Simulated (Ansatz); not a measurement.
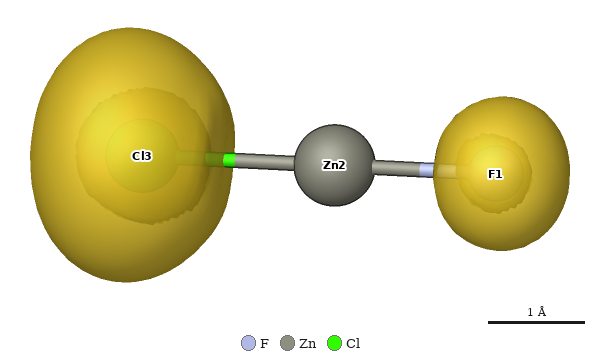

*ClFZn. Isosurface of the ELF at 0.75 (yellow), seen from one side. Only the valence region is drawn (cores and ρ < 0.01 e/Å³ removed).*

Geometry: PBE0-D4/def2-TZVP.

All numbers below come from RKS PBE0-D4/def2-TZVPP (Ansatz 0.2.0).

Q: Describe the localisation domains.

A: The surface consists of one region wrapped around Cl (its valence shell) and one region wrapped around F (its valence shell).

Values along the shortest contacts:
Zn–F (1.74 Å): the ELF peaks at about 0.80 in the valence shell of F, 0.5 Å from its nucleus, and is about 0.15 at the midpoint. Zn–Cl (2.07 Å): the ELF peaks at about 0.80 in the valence shell of Cl, 0.8 Å from its nucleus, and is about 0.50 at the midpoint.
